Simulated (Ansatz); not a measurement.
# CH7AlSi (built from SMILES [CH3][AlH][SiH3]): search for a transition state, part 2 of 2

Ansatz 0.2.0, Gaussian basis; PBE0-D4. The steps go on from the part before.

### 7 Relaxing after a step of 0.30 Å one way along the mode

Contents of downa/in.yaml:

```yaml
crystal:
  periodic: [false, false, false]
  atoms:
    - {symbol: Al, position_ang: [-0.525962, -0.907909, -0.700721]}
    - {symbol: Si, position_ang: [0.785801, 1.352952, -1.100046]}
    - {symbol: H, position_ang: [0.590492, 0.706177, 0.176878]}
    - {symbol: C, position_ang: [-0.863823, -1.506117, 1.233724]}
    - {symbol: H, position_ang: [-0.202845, 2.446615, -0.924285]}
    - {symbol: H, position_ang: [2.209396, 1.639468, -0.787757]}
    - {symbol: H, position_ang: [0.849309, 1.218882, -2.621706]}
    - {symbol: H, position_ang: [-1.437339, -0.785537, 1.832334]}
    - {symbol: H, position_ang: [0.048819, -1.754180, 1.774699]}
    - {symbol: H, position_ang: [-1.453748, -2.410250, 1.116879]}
basis:
  gaussian: {orbitals: def2-TZVP}
hamiltonian: {xc: pbe0, dispersion: d4}
relax: {f_tol: 0.005, max_steps: 200}
```

Run with:

```sh
$ ansatz run in.yaml --threads 2 --pin off --events-out ev --progress --plain --max-ram 4352MiB
```

Log:

```text
Functional definition: PBE0
  name "PBE0"
  cite "Adamo & Barone, J. Chem. Phys. 110, 6158 (1999) doi:10.1063/1.478522"
  cite "Perdew, Burke & Ernzerhof, Phys. Rev. Lett. 77, 3865 (1996) doi:10.1103/PhysRevLett.77.3865"
  parent pbe
  parameter a = 0.25
  parameter kappa = 0.804
  parameter beta = 0.06672455060314922
  exchange = (1 - a)*pbe_x(kappa = kappa, mu = beta*pi^2/3) + a*exact_x
  correlation = pbe_c(beta = beta)
1035 factors; their error is unknown
mean field evaluation 1: about -15609.0310 eV, gradient 5.4e1 eV
mean field evaluation 2: about -15603.6248 eV, gradient 6.4e1 eV
mean field evaluation 4: about -15616.1580 eV, gradient 3.9e0 eV
mean field evaluation 8: about -15616.2272 eV, gradient 3.3e-2 eV
mean field evaluation 16: about -15616.2682 eV, gradient 2.0e-5 eV
mean field -15616.26818966 eV, -573.8872708833 hartree, gradient 2.0e-5 eV, S^2 0.000000; 0 other end points of the search recorded, 0 dependent functions left out
the calculation of the forces begins
reference -15616.26822371 eV, -573.8872721345 hartree; 20, 20 occupied and 127, 127 virtual orbitals, 1035 factors
relax step   1: F+E_penalty+E_count = -15616.42249999 eV  Δ(F+E_penalty+E_count) = +0.000e0 eV  max|allowed force component| = 2.073e0 eV/Å  Δτ_max = 0.0000 Å  (26 SCF iters, accepted)
these checks for a lower state are left out or cut short: starts, cluster_reference, orbital_swaps, neighbouring_geometries, increment
1035 factors; their error is unknown
mean field -15616.58768925 eV, -573.8990122767 hartree, gradient 1.5e-5 eV, S^2 0.000000; 0 other end points of the search recorded, 0 dependent functions left out
the calculation of the forces begins
reference -15616.58772408 eV, -573.8990135565 hartree; 20, 20 occupied and 127, 127 virtual orbitals, 1035 factors
relax step   2: F+E_penalty+E_count = -15616.74040496 eV  Δ(F+E_penalty+E_count) = -3.179e-1 eV  max|allowed force component| = 7.463e-1 eV/Å  Δτ_max = 0.1940 Å  (30 SCF iters, accepted)
these checks for a lower state are left out or cut short: starts, cluster_reference, orbital_swaps, neighbouring_geometries, increment
1035 factors; their error is unknown
mean field -15616.78665873 eV, -573.9063242700 hartree, gradient 2.6e-5 eV, S^2 0.000000; 0 other end points of the search recorded, 0 dependent functions left out
the calculation of the forces begins
reference -15616.78669378 eV, -573.9063255582 hartree; 20, 20 occupied and 127, 127 virtual orbitals, 1035 factors
relax step   3: F+E_penalty+E_count = -15616.94604827 eV  Δ(F+E_penalty+E_count) = -2.056e-1 eV  max|allowed force component| = 7.127e-1 eV/Å  Δτ_max = 0.1996 Å  (28 SCF iters, accepted)
[... from here on, the SCF cycles and remarks between the steps are left out ...]
relax step   4: F+E_penalty+E_count = -15617.10015925 eV  Δ(F+E_penalty+E_count) = -1.541e-1 eV  max|allowed force component| = 6.226e-1 eV/Å  Δτ_max = 0.1947 Å  (28 SCF iters, accepted)
relax step   5: F+E_penalty+E_count = -15617.17693377 eV  Δ(F+E_penalty+E_count) = -7.677e-2 eV  max|allowed force component| = 1.655e-1 eV/Å  Δτ_max = 0.1740 Å  (26 SCF iters, accepted)
relax step   6: F+E_penalty+E_count = -15617.20208850 eV  Δ(F+E_penalty+E_count) = -2.515e-2 eV  max|allowed force component| = 1.312e-1 eV/Å  Δτ_max = 0.2000 Å  (28 SCF iters, accepted)
relax step   7: F+E_penalty+E_count = -15617.20684933 eV  Δ(F+E_penalty+E_count) = -4.761e-3 eV  max|allowed force component| = 7.575e-2 eV/Å  Δτ_max = 0.2000 Å  (28 SCF iters, accepted)
relax step   8: F+E_penalty+E_count = -15617.21387041 eV  Δ(F+E_penalty+E_count) = -7.021e-3 eV  max|allowed force component| = 3.464e-2 eV/Å  Δτ_max = 0.1044 Å  (28 SCF iters, accepted)
relax step   9: F+E_penalty+E_count = -15617.21493878 eV  Δ(F+E_penalty+E_count) = -1.068e-3 eV  max|allowed force component| = 1.271e-2 eV/Å  Δτ_max = 0.0410 Å  (27 SCF iters, accepted)
relax step  10: F+E_penalty+E_count = -15617.21533497 eV  Δ(F+E_penalty+E_count) = -3.962e-4 eV  max|allowed force component| = 5.398e-2 eV/Å  Δτ_max = 0.0576 Å  (28 SCF iters, accepted)
relax step  11: F+E_penalty+E_count = -15617.21557355 eV  Δ(F+E_penalty+E_count) = -2.386e-4 eV  max|allowed force component| = 2.118e-2 eV/Å  Δτ_max = 0.0065 Å  (29 SCF iters, accepted)
relax step  12: F+E_penalty+E_count = -15617.21552816 eV  Δ(F+E_penalty+E_count) = +4.538e-5 eV  max|allowed force component| = 3.808e-2 eV/Å  Δτ_max = 0.0179 Å  (28 SCF iters, rejected (line search))
relax step  13: F+E_penalty+E_count = -15617.21567559 eV  Δ(F+E_penalty+E_count) = -1.020e-4 eV  max|allowed force component| = 2.085e-3 eV/Å  Δτ_max = 0.0089 Å  (29 SCF iters, accepted)
relax step  14: F+E_penalty+E_count = -15617.21581199 eV  Δ(F+E_penalty+E_count) = -1.364e-4 eV  max|allowed force component| = 8.711e-3 eV/Å  Δτ_max = 0.0310 Å  (26 SCF iters, accepted)
relax step  15: F+E_penalty+E_count = -15617.21590051 eV  Δ(F+E_penalty+E_count) = -8.852e-5 eV  max|allowed force component| = 2.822e-2 eV/Å  Δτ_max = 0.0479 Å  (27 SCF iters, accepted)
relax step  16: F+E_penalty+E_count = -15617.21599117 eV  Δ(F+E_penalty+E_count) = -9.065e-5 eV  max|allowed force component| = 1.620e-2 eV/Å  Δτ_max = 0.0095 Å  (29 SCF iters, accepted)
relax step  17: F+E_penalty+E_count = -15617.21631485 eV  Δ(F+E_penalty+E_count) = -3.237e-4 eV  max|allowed force component| = 2.039e-2 eV/Å  Δτ_max = 0.0616 Å  (27 SCF iters, accepted)
relax step  18: F+E_penalty+E_count = -15617.21501359 eV  Δ(F+E_penalty+E_count) = +1.301e-3 eV  max|allowed force component| = 1.584e-1 eV/Å  Δτ_max = 0.1496 Å  (27 SCF iters, rejected (line search))
relax step  19: F+E_penalty+E_count = -15617.21641521 eV  Δ(F+E_penalty+E_count) = -1.004e-4 eV  max|allowed force component| = 1.591e-2 eV/Å  Δτ_max = 0.0099 Å  (23 SCF iters, accepted)
relax step  20: F+E_penalty+E_count = -15617.21698355 eV  Δ(F+E_penalty+E_count) = -5.683e-4 eV  max|allowed force component| = 4.777e-2 eV/Å  Δτ_max = 0.0979 Å  (28 SCF iters, accepted)
relax step  21: F+E_penalty+E_count = -15617.21723944 eV  Δ(F+E_penalty+E_count) = -2.559e-4 eV  max|allowed force component| = 9.686e-2 eV/Å  Δτ_max = 0.0899 Å  (29 SCF iters, accepted)
relax step  22: F+E_penalty+E_count = -15617.21803112 eV  Δ(F+E_penalty+E_count) = -7.917e-4 eV  max|allowed force component| = 6.138e-2 eV/Å  Δτ_max = 0.0230 Å  (28 SCF iters, accepted)
relax step  23: F+E_penalty+E_count = -15617.21930724 eV  Δ(F+E_penalty+E_count) = -1.276e-3 eV  max|allowed force component| = 1.504e-2 eV/Å  Δτ_max = 0.0800 Å  (27 SCF iters, accepted)
relax step  24: F+E_penalty+E_count = -15617.21890794 eV  Δ(F+E_penalty+E_count) = +3.993e-4 eV  max|allowed force component| = 1.528e-1 eV/Å  Δτ_max = 0.1983 Å  (29 SCF iters, rejected (line search))
relax step  25: F+E_penalty+E_count = -15617.22032693 eV  Δ(F+E_penalty+E_count) = -1.020e-3 eV  max|allowed force component| = 3.100e-2 eV/Å  Δτ_max = 0.0967 Å  (29 SCF iters, accepted)
relax step  26: F+E_penalty+E_count = -15617.22086291 eV  Δ(F+E_penalty+E_count) = -5.360e-4 eV  max|allowed force component| = 6.552e-2 eV/Å  Δτ_max = 0.0978 Å  (28 SCF iters, accepted)
relax step  27: F+E_penalty+E_count = -15617.22126402 eV  Δ(F+E_penalty+E_count) = -4.011e-4 eV  max|allowed force component| = 3.801e-2 eV/Å  Δτ_max = 0.0211 Å  (28 SCF iters, accepted)
relax step  28: F+E_penalty+E_count = -15617.22159384 eV  Δ(F+E_penalty+E_count) = -3.298e-4 eV  max|allowed force component| = 1.068e-2 eV/Å  Δτ_max = 0.0450 Å  (27 SCF iters, accepted)
relax step  29: F+E_penalty+E_count = -15617.22166990 eV  Δ(F+E_penalty+E_count) = -7.606e-5 eV  max|allowed force component| = 7.550e-3 eV/Å  Δτ_max = 0.0397 Å  (27 SCF iters, accepted)
relax step  30: F+E_penalty+E_count = -15617.22169597 eV  Δ(F+E_penalty+E_count) = -2.607e-5 eV  max|allowed force component| = 6.187e-3 eV/Å  Δτ_max = 0.0088 Å  (30 SCF iters, accepted)
relax step  31: F+E_penalty+E_count = -15617.22170977 eV  Δ(F+E_penalty+E_count) = -1.380e-5 eV  max|allowed force component| = 2.829e-3 eV/Å  Δτ_max = 0.0080 Å  (29 SCF iters, accepted)
relax step  32: F+E_penalty+E_count = -15617.22172558 eV  Δ(F+E_penalty+E_count) = -1.581e-5 eV  max|allowed force component| = 5.469e-3 eV/Å  Δτ_max = 0.0179 Å  (27 SCF iters, accepted)
relax step  33: F+E_penalty+E_count = -15617.22173170 eV  Δ(F+E_penalty+E_count) = -6.111e-6 eV  max|allowed force component| = 7.651e-3 eV/Å  Δτ_max = 0.0103 Å  (28 SCF iters, accepted)
relax step  34: F+E_penalty+E_count = -15617.22173638 eV  Δ(F+E_penalty+E_count) = -4.685e-6 eV  max|allowed force component| = 7.578e-3 eV/Å  Δτ_max = 0.0072 Å  (29 SCF iters, accepted)
relax step  35: F+E_penalty+E_count = -15617.22174096 eV  Δ(F+E_penalty+E_count) = -4.575e-6 eV  max|allowed force component| = 6.140e-3 eV/Å  Δτ_max = 0.0076 Å  (28 SCF iters, accepted)
relax step  36: F+E_penalty+E_count = -15617.22174518 eV  Δ(F+E_penalty+E_count) = -4.223e-6 eV  max|allowed force component| = 5.127e-3 eV/Å  Δτ_max = 0.0092 Å  (28 SCF iters, accepted)
relax step  37: F+E_penalty+E_count = -15617.22174798 eV  Δ(F+E_penalty+E_count) = -2.801e-6 eV  max|allowed force component| = 4.262e-3 eV/Å  Δτ_max = 0.0095 Å  (30 SCF iters, accepted)
these checks for a lower state are left out or cut short: starts, cluster_reference, orbital_swaps, neighbouring_geometries, increment
1035 factors; their error is unknown
mean field -15617.04832853 eV, -573.9159404580 hartree, gradient 2.2e-5 eV, S^2 0.000000; 0 other end points of the search recorded, 0 dependent functions left out
the calculation of the forces begins
reference -15617.04836307 eV, -573.9159417272 hartree; 20, 20 occupied and 127, 127 virtual orbitals, 1035 factors
relax step  38: F+E_penalty+E_count = -15617.22174998 eV  Δ(F+E_penalty+E_count) = -1.998e-6 eV  max|allowed force component| = 3.535e-3 eV/Å  Δτ_max = 0.0071 Å  (21 SCF iters, accepted)
1035 factors; their error is unknown
mean field evaluation 288: about -15617.0483 eV, gradient 3.3e-4 eV
mean field -15617.04832853 eV, -573.9159404579 hartree, gradient 3.7e-5 eV, S^2 0.000000; 1 other end points of the search recorded, 0 dependent functions left out
the calculation of the forces begins
reference -15617.04836307 eV, -573.9159417272 hartree; 20, 20 occupied and 127, 127 virtual orbitals, 1035 factors
Total energy: -15617.22178452 eV, -573.9223148478 hartree
Atom 0 at    -1.094597    -1.246158    -0.822650 Å, force     0.000345    -0.000261    -0.000209 eV/Å
Atom 1 at     1.004259     1.363894    -1.021094 Å, force     0.000294    -0.000646     0.000558 eV/Å
Atom 2 at     1.432582     0.001605    -0.596877 Å, force     0.000156    -0.000299    -0.000328 eV/Å
Atom 3 at    -0.987490    -1.359787     1.164782 Å, force     0.000030     0.003294     0.002689 eV/Å
Atom 4 at    -0.385083     1.579049    -0.532141 Å, force    -0.000191     0.000181    -0.000225 eV/Å
Atom 5 at     1.906442     2.372774    -0.405032 Å, force    -0.000182     0.000306    -0.000222 eV/Å
Atom 6 at     1.045101     1.469084    -2.497793 Å, force    -0.000140     0.000250     0.000076 eV/Å
Atom 7 at    -1.219193    -0.408170     1.658894 Å, force     0.000791    -0.003535    -0.001134 eV/Å
Atom 8 at     0.004994    -1.672192     1.513066 Å, force    -0.001932     0.000187    -0.000756 eV/Å
Atom 9 at    -1.706914    -2.099998     1.538843 Å, force     0.000830     0.000520    -0.000449 eV/Å
Dipole moment:     0.091312     0.093557     0.123982 e Å
```

Wall time 1.9 min (2 threads of Intel Xeon Platinum 8488C, shared host).

Relaxation path: (not every step is listed)

```csv
step,energy from step 1 (eV),largest force component (eV/Å)
1,0.0000,2.0734
2,-0.3179,0.7463
3,-0.5235,0.7127
4,-0.6777,0.6226
5,-0.7544,0.1655
6,-0.7796,0.1312
7,-0.7843,0.0757
8,-0.7914,0.0346
9,-0.7924,0.0127
11,-0.7931,0.0212
13,-0.7932,0.0021
15,-0.7934,0.0282
17,-0.7938,0.0204
19,-0.7939,0.0159
21,-0.7947,0.0969
23,-0.7968,0.0150
25,-0.7978,0.0310
27,-0.7988,0.0380
29,-0.7992,0.0076
31,-0.7992,0.0028
33,-0.7992,0.0077
34,-0.7992,0.0076
35,-0.7992,0.0061
36,-0.7992,0.0051
37,-0.7992,0.0043
38,-0.7993,0.0035
```

Distances of close pairs at the start and the end, largest changes first:

```
   bond  before (Å)  after (Å)  change (Å)
Al1–Si2       2.644      3.355      +0.711
 Al1–C4       2.053      1.994      -0.059
 Si2–H7       1.529      1.481      -0.048
 Si2–H3       1.445      1.490      +0.045
 C4–H10       1.086      1.098      +0.012
  C4–H9       1.090      1.097      +0.008
 Si2–H5       1.485      1.489      +0.004
 Si2–H6       1.485      1.487      +0.002
```

### 8 Relaxing after a step of 0.30 Å the other way along the mode

Contents of downb/in.yaml:

```yaml
crystal:
  periodic: [false, false, false]
  atoms:
    - {symbol: Al, position_ang: [-0.280087, -0.508846, -0.326163]}
    - {symbol: Si, position_ang: [0.753306, 1.270645, -1.390506]}
    - {symbol: H, position_ang: [0.440039, 0.575346, 0.475815]}
    - {symbol: C, position_ang: [-0.875883, -1.535103, 1.203420]}
    - {symbol: H, position_ang: [-0.176449, 2.371046, -0.939328]}
    - {symbol: H, position_ang: [2.122565, 1.548208, -0.813922]}
    - {symbol: H, position_ang: [0.912753, 1.363418, -2.867397]}
    - {symbol: H, position_ang: [-1.446351, -0.845691, 1.825134]}
    - {symbol: H, position_ang: [0.022754, -1.795465, 1.778865]}
    - {symbol: H, position_ang: [-1.472547, -2.443458, 1.054081]}
basis:
  gaussian: {orbitals: def2-TZVP}
hamiltonian: {xc: pbe0, dispersion: d4}
relax: {f_tol: 0.005, max_steps: 200}
```

Run with:

```sh
$ ansatz run in.yaml --threads 2 --pin off --events-out ev --progress --plain --max-ram 4352MiB
```

Log, shortened:

```text
[... 5 set-up lines as earlier in the session ...]
[...]
1035 factors; their error is unknown
[...]
mean field -15616.44791552 eV, -573.8938756867 hartree, gradient 9.5e-6 eV, S^2 0.000000; 0 other end points of the search recorded, 0 dependent functions left out
[...]
reference -15616.44794998 eV, -573.8938769531 hartree; 20, 20 occupied and 127, 127 virtual orbitals, 1035 factors
relax step   1: F+E_penalty+E_count = -15616.58618366 eV  Δ(F+E_penalty+E_count) = +0.000e0 eV  max|allowed force component| = 1.405e0 eV/Å  Δτ_max = 0.0000 Å  (26 SCF iters, accepted)
[...]
Atom 0 at     0.216465     0.193561     0.791817 Å, force    -0.000710    -0.000558     0.003098 eV/Å
Atom 1 at     0.661046     1.231130    -1.394851 Å, force    -0.000030    -0.000314     0.000971 eV/Å
Atom 2 at     0.787127     0.907125     2.097257 Å, force    -0.000922    -0.000465    -0.000833 eV/Å
Atom 3 at    -0.824728    -1.446469     0.988957 Å, force     0.000168    -0.001460     0.001316 eV/Å
Atom 4 at    -0.125481     2.492455    -1.544433 Å, force     0.000920     0.000363    -0.000980 eV/Å
Atom 5 at     2.097398     1.604427    -1.552111 Å, force     0.000155     0.000378    -0.001320 eV/Å
Atom 6 at     0.301405     0.356314    -2.548283 Å, force    -0.000452     0.000295    -0.000076 eV/Å
Atom 7 at    -1.722611    -1.254586     1.587415 Å, force     0.000678     0.000793    -0.000768 eV/Å
Atom 8 at    -0.250237    -2.202377     1.535620 Å, force     0.000337     0.001041    -0.001169 eV/Å
Atom 9 at    -1.140284    -1.881480     0.038612 Å, force    -0.000143    -0.000073    -0.000239 eV/Å
Dipole moment:    -0.098664    -0.182447     0.095080 e Å
```

Wall time 47 s (2 threads of Intel Xeon Platinum 8488C, shared host).

Along the way:

```
step  energy from step 1 (eV)  largest force component (eV/Å)
   1                   0.0000                          1.4046
   2                  -0.4033                          0.7188
   3                  -0.7051                          0.8405
   4                  -0.9719                          0.5663
   5                  -1.2030                          0.4892
   6                  -1.3914                          0.2955
   7                  -1.5261                          0.2866
   8                  -1.6296                          0.2200
   9                  -1.6898                          0.3040
  10                  -1.7287                          0.4369
  11                  -1.7628                          0.2097
  12                  -1.7689                          0.0947
  13                  -1.7696                          0.0578
  14                  -1.7703                          0.0142
  15                  -1.7704                          0.0031
```

Close pairs (by a distance rule), those that changed most:

| bond | before (Å) | after (Å) | change (Å) |
| --- | --- | --- | --- |
| Al1–Si2 | 2.317 | 2.461 | +0.144 |
| Al1–H3 | 1.529 | 1.593 | +0.065 |
| Si2–H6 | 1.511 | 1.492 | -0.019 |
| Al1–C4 | 1.936 | 1.953 | +0.017 |
| Si2–H5 | 1.510 | 1.494 | -0.016 |
| C4–H8 | 1.090 | 1.096 | +0.006 |
| C4–H10 | 1.097 | 1.092 | -0.005 |
| Si2–H7 | 1.488 | 1.492 | +0.003 |

### 9 The three structures

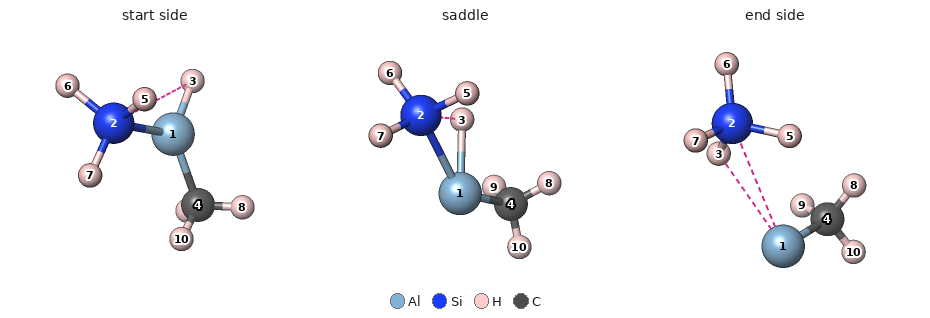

The minimum on the start side, the saddle and the minimum on the end side; broken lines mark the pairs that change.

```csv
pair,start side (Å),saddle (Å),end side (Å)
Si2–H3,3.509,1.728,1.490
Al1–Si2,2.461,2.448,3.355
Al1–H3,1.593,1.835,2.827
```

### 10 Results

What follows sums up all 2 parts.

| quantity | value |
| --- | --- |
| imaginary mode | 275i cm⁻¹ |
| barrier from the start side | 179.4 kJ/mol |
| barrier from the end side | 69.9 kJ/mol |
| energy of the step | +109.5 kJ/mol |
| pairs that change | Si2–H3 formed, Al1–Si2 broken, Al1–H3 broken |
| zero-point energy at the saddle | 1.798 eV |

In words: One imaginary mode, 275i cm⁻¹, makes this a first-order saddle. Going downhill both ways gives the intended start and end. At PBE0-D4/def2-TZVP the electronic barrier is 179.4 kJ/mol, about 72 kT at 298 K, and the step runs 109.5 kJ/mol uphill. A step off the saddle overshot and began above it in energy, so the link to its end is likely but not proven. The ends are the nearest minima, not always the lowest complexes.
